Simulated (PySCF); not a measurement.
**What a change does: NMR shielding calculation on C₂H₅NOSi**

System: C₂H₅NOSi.
Method of the first run: GIAO PBE0/6-31G* NMR shielding, non-relativistic, gas phase (PySCF 2.14.0).

The geometry comes from this level: PBE0-D3(BJ)/def2-SVP. Text and figures count atoms from 1; the logs count them from 0 in places.

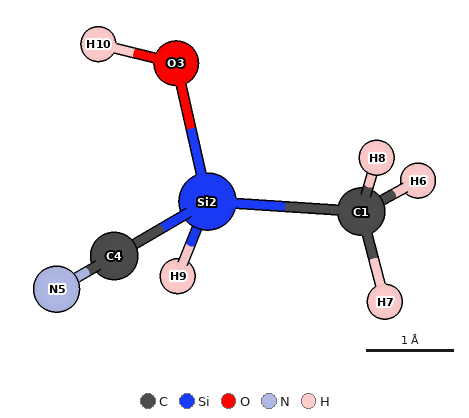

**Figure 1.** The input geometry (ball-and-stick view, seen at a tilt; atoms are numbered from 1 in the order of the input). Bond lengths as drawn: C–H 1.10 Å, C–N 1.16 Å, C–Si 1.85 to 1.87 Å, H–O 0.96 Å, H–Si 1.49 Å and O–Si 1.66 Å.

## Input file, the first run
```
{"job": {"kind": "nmr", "xc": "PBE0", "basis": "6-31G*", "pop": true}, "charge": 0, "multiplicity": 1}
C     -1.431089    -0.142707     0.055144
Si     0.365168     0.206561     0.329642
O      0.747892     1.616492    -0.452951
C      1.370318    -1.186376    -0.416168
N      1.990822    -2.046708    -0.885347
H     -2.044106     0.659910     0.492625
H     -1.719567    -1.097316     0.519917
H     -1.646790    -0.197768    -1.022255
H      0.758016     0.238249     1.766652
H      1.658276     1.923824    -0.409428
```

The first line tells a small driver script what to run in PySCF; the rest is the geometry in Å.

Launched with:
```bash
OMP_NUM_THREADS=1 python <driver script> task.json out
```

Hardware: 1 CPU thread, shared host.

## Output (the first run)
```
coarse grid: 9048 points
cycle   1  E = -498.2728271823  dE =  4.083e-01  |g| = 7.623e-01  |ddm| = 2.980e+00
cycle   2  E = -498.0454952495  dE =  2.273e-01  |g| = 1.293e+00  |ddm| = 1.539e+00
cycle   3  E = -498.3830403367  dE = -3.375e-01  |g| = 2.221e-01  |ddm| = 1.061e+00
cycle   4  E = -498.3926691403  dE = -9.629e-03  |g| = 8.899e-02  |ddm| = 1.866e-01
cycle   5  E = -498.3943101825  dE = -1.641e-03  |g| = 2.244e-02  |ddm| = 7.265e-02
cycle   6  E = -498.3944287375  dE = -1.186e-04  |g| = 3.687e-03  |ddm| = 1.959e-02
cycle   7  E = -498.3944322936  dE = -3.556e-06  |g| = 7.959e-04  |ddm| = 3.922e-03
final grid: 83408 points
cycle   8  E = -498.3436070557  dE = -1.180e-05  |g| = 6.623e-03  |ddm| = 1.334e-02
cycle   9  E = -498.3435996571  dE =  7.399e-06  |g| = 8.959e-03  |ddm| = 1.231e-02
cycle  10  E = -498.3436172621  dE = -1.761e-05  |g| = 1.534e-03  |ddm| = 7.118e-03
cycle  11  E = -498.3436177572  dE = -4.951e-07  |g| = 3.985e-04  |ddm| = 1.127e-03
cycle  12  E = -498.3436177894  dE = -3.224e-08  |g| = 1.111e-04  |ddm| = 3.240e-04
cycle  13  E = -498.3436177919  dE = -2.499e-09  |g| = 3.009e-05  |ddm| = 1.008e-04
cycle  14  E = -498.3436177922  dE = -2.312e-10  |g| = 3.991e-06  |ddm| = 2.930e-05
converged SCF energy = -498.3436177922

GIAO shielding tensors (ppm)
atom      isotropic    diamagn.    paramagn.     s11        s22        s33       span
  0 C      196.031     252.561     -56.530    185.555    200.632    201.906     16.352
  1 Si     440.276     881.541    -441.265    364.973    452.533    503.323    138.350
  2 O      306.408     389.054     -82.646    284.065    301.685    333.475     49.410
  3 C       78.893     259.714    -180.821    -27.048    -24.836    288.562    315.610
  4 N      -54.447     336.348    -390.795   -232.485   -223.674    292.819    525.304
  5 H       31.510      29.132       2.378     27.288     28.910     38.332     11.044
  6 H       31.858      29.453       2.405     27.776     29.049     38.749     10.972
  7 H       31.290      29.782       1.508     27.247     29.110     37.512     10.265
  8 H       26.807      28.970      -2.163     24.026     24.559     31.835      7.810
  9 H       30.844      27.306       3.538     23.040     25.875     43.618     20.578
```

The second run used a changed input.

## The two runs side by side

```tsv
quantity	the first run	the second run
outcome	converged	converged
total energy (hartree)	−498.343618	−498.477896
HOMO (eV)	−9.09	−9.33
LUMO (eV)	−0.42	−0.82
dipole moment (D)	3.15	3.37
shielding of C1 (ppm)	196.0	186.0
shielding of Si2 (ppm)	440.3	377.5
shielding of O3 (ppm)	306.4	294.5
shielding of C4 (ppm)	78.9	52.7
shielding of N5 (ppm)	−54.4	−94.0
shielding of H7 (ppm)	31.9	31.2
shielding of H9 (ppm)	26.8	26.1
SCF iterations	14	14
basis functions	84	234
wall time (shared host)	10 s	31 s
```

What was changed in the input?

The change (lines with − go, lines with + come):
```diff
-"basis": "6-31G*"
+"basis": "IGLO-III"
```

The total energy of the second run is 84.3 kcal/mol lower, which measures the change of basis and not a stability. The HOMO goes from −9.09 to −9.33 eV. The LUMO goes from −0.42 to −0.82 eV. The dipole moment goes from 3.15 to 3.37 D. Of all shieldings, the largest change is that of Si2, by −62.7 ppm. The number of SCF iterations is the same. The basis functions go from 84 to 234.

## Output (the second run)
```
coarse grid: 9048 points
cycle   1  E = -498.3490451933  dE =  3.712e-01  |g| = 8.154e-01  |ddm| = 2.282e+00
cycle   2  E = -498.0847577406  dE =  2.643e-01  |g| = 1.418e+00  |ddm| = 1.003e+00
cycle   3  E = -498.4627878214  dE = -3.780e-01  |g| = 2.290e-01  |ddm| = 7.126e-01
cycle   4  E = -498.4714887310  dE = -8.701e-03  |g| = 1.112e-01  |ddm| = 1.217e-01
cycle   5  E = -498.4739171557  dE = -2.428e-03  |g| = 3.092e-02  |ddm| = 5.477e-02
cycle   6  E = -498.4741135933  dE = -1.964e-04  |g| = 4.296e-03  |ddm| = 1.634e-02
cycle   7  E = -498.4741177715  dE = -4.178e-06  |g| = 1.349e-03  |ddm| = 3.662e-03
final grid: 83408 points
cycle   8  E = -498.4778846051  dE = -6.828e-05  |g| = 7.457e-03  |ddm| = 3.828e-02
cycle   9  E = -498.4778739844  dE =  1.062e-05  |g| = 1.024e-02  |ddm| = 8.843e-03
cycle  10  E = -498.4778946072  dE = -2.062e-05  |g| = 2.344e-03  |ddm| = 5.041e-03
cycle  11  E = -498.4778956778  dE = -1.071e-06  |g| = 6.759e-04  |ddm| = 1.068e-03
cycle  12  E = -498.4778957560  dE = -7.825e-08  |g| = 2.883e-04  |ddm| = 3.364e-04
cycle  13  E = -498.4778957713  dE = -1.522e-08  |g| = 4.090e-05  |ddm| = 1.354e-04
cycle  14  E = -498.4778957716  dE = -3.586e-10  |g| = 8.119e-06  |ddm| = 3.255e-05
converged SCF energy = -498.4778957716

GIAO shielding tensors (ppm)
atom      isotropic    diamagn.    paramagn.     s11        s22        s33       span
  0 C      185.986     249.158     -63.173    174.760    190.548    192.649     17.889
  1 Si     377.546     892.496    -514.950    301.071    388.619    442.948    141.877
  2 O      294.540     383.692     -89.152    274.314    288.631    320.676     46.363
  3 C       52.726     252.792    -200.065    -66.521    -64.429    289.129    355.650
  4 N      -93.981     341.466    -435.447   -289.536   -279.098    286.691    576.227
  5 H       30.864      27.856       3.008     26.985     28.123     37.483     10.498
  6 H       31.186      28.322       2.864     27.280     28.347     37.931     10.652
  7 H       30.691      28.513       2.178     27.165     28.375     36.533      9.368
  8 H       26.109      29.235      -3.125     23.568     23.997     30.763      7.196
  9 H       30.428      30.626      -0.198     22.539     25.229     43.515     20.976
```
